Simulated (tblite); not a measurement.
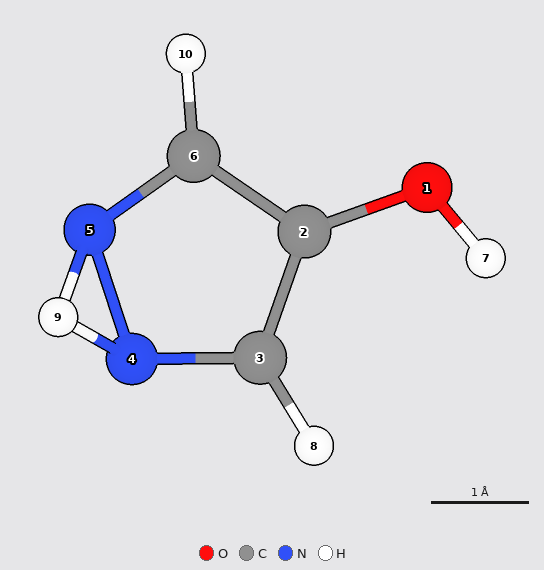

Figure 1. The starting structure (ball-and-stick view, seen on its broad side; atoms are numbered from 1 in the order of the input).

## Saddle-point search of C₃H₄N₂O

- system: C₃H₄N₂O
- method: GFN2-xTB saddle search (eigenvector following) and harmonic vibrations, gas phase (tblite 0.8.0)

Log
```
step      E/eV     max force
  0    -497.31597   0.0115
  1    -497.31611   0.0120
  2    -497.31611   0.0000
lowest wavenumbers (cm-1): -1581.3 305.4 364.6 374.5 624.0 633.9
```

Trajectory as extended XYZ (Å, eV, eV/Å), 3 frames, from step=0 to step=2
```
10
Properties=species:S:1:pos:R:3:forces:R:3 step=0 energy=-497.31597
O    -0.0657    1.6344   -1.2094   -0.0090   0.0050   0.0000
C    -0.0251    0.5759   -0.3644    0.0000  -0.0030   0.0070
C    -0.5390   -0.7068   -0.5392   -0.0030   0.0030   0.0000
N    -0.3600   -1.4267    0.5702    0.0030   0.0000   0.0020
N     0.3319   -0.6075    1.4953    0.0000  -0.0010  -0.0020
C     0.5416    0.5710    0.9097   -0.0020  -0.0040  -0.0060
H    -0.5816    1.4045   -1.9899    0.0100  -0.0040  -0.0040
H    -1.0420   -1.1275   -1.3887   -0.0020   0.0030   0.0000
H     0.6840   -1.6778    1.0983    0.0030   0.0010   0.0020
H     1.0559    1.3606    1.4179    0.0010   0.0000   0.0020
10
Properties=species:S:1:pos:R:3:forces:R:3 step=1 energy=-497.31611
O    -0.0725    1.6366   -1.2060   -0.0060  -0.0030  -0.0100
C    -0.0287    0.5772   -0.3622    0.0000   0.0000   0.0000
C    -0.5416   -0.7057   -0.5377    0.0000   0.0000   0.0000
N    -0.3584   -1.4274    0.5700    0.0000   0.0000   0.0000
N     0.3342   -0.6085    1.4947    0.0000   0.0000   0.0000
C     0.5409    0.5711    0.9104    0.0000   0.0000   0.0000
H    -0.5695    1.3988   -1.9966    0.0060   0.0030   0.0090
H    -1.0467   -1.1251   -1.3865    0.0000   0.0000   0.0000
H     0.6874   -1.6776    1.0947    0.0000   0.0000   0.0000
H     1.0550    1.3606    1.4191    0.0000   0.0000   0.0000
10
Properties=species:S:1:pos:R:3:forces:R:3 step=2 energy=-497.31611
O    -0.0724    1.6365   -1.2062    0.0000   0.0000   0.0000
C    -0.0287    0.5772   -0.3623    0.0000   0.0000   0.0000
C    -0.5416   -0.7058   -0.5377    0.0000   0.0000   0.0000
N    -0.3584   -1.4274    0.5700    0.0000   0.0000   0.0000
N     0.3342   -0.6085    1.4947    0.0000   0.0000   0.0000
C     0.5409    0.5711    0.9104    0.0000   0.0000   0.0000
H    -0.5695    1.3990   -1.9964    0.0000   0.0000   0.0000
H    -1.0467   -1.1252   -1.3865    0.0000   0.0000   0.0000
H     0.6874   -1.6776    1.0948    0.0000   0.0000   0.0000
H     1.0550    1.3606    1.4191    0.0000   0.0000   0.0000
```

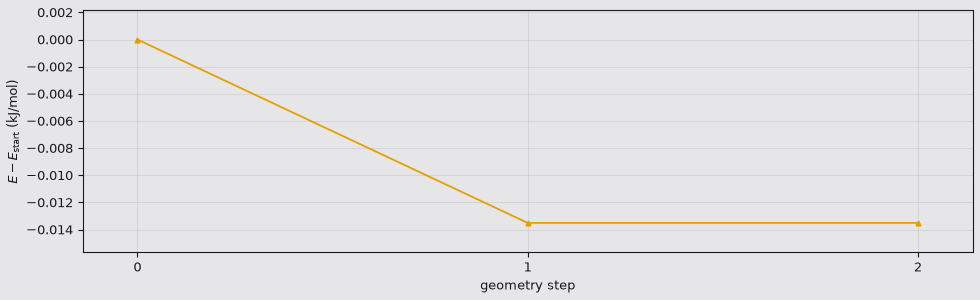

Figure 2. Progress of the saddle-point search, step by step (steps are counted from 0). The energy falls by 0.01 kJ/mol in 2 geometry steps. The largest force component goes from 0.01 to under 0.0001 eV/Å. The largest move after the best rigid fit is that of H7, 0.015 Å. By element the largest moves are H 0.015 Å, O 0.008 Å, C 0.004 Å, N 0.003 Å. (Atoms are counted from 1 in the order of the input.)

This output came from the following input.

The input
```
{"job": {"xc": "GFN2-xTB", "basis": "xTB", "kind": "saddle"}, "charge": 0, "multiplicity": 1}
O     -0.065742     1.634364    -1.209442
C     -0.025070     0.575864    -0.364387
C     -0.538988    -0.706787    -0.539193
N     -0.359970    -1.426722     0.570248
N      0.331877    -0.607479     1.495283
C      0.541592     0.570987     0.909734
H     -0.581622     1.404487    -1.989852
H     -1.041951    -1.127479    -1.388673
H      0.684010    -1.677835     1.098343
H      1.055863     1.360600     1.417938
```

The first line tells a small driver script what to run in tblite; the rest is the geometry in Å.

Run as:
```bash
OMP_NUM_THREADS=1 python <driver script> task.json out
```

Key numbers

- outcome: converged
- total energy: −497.3161 eV
- point group: C1
- hardware: 1 CPU thread, shared host
- wall time: 1.1 s
- peak memory: 0.19 GiB
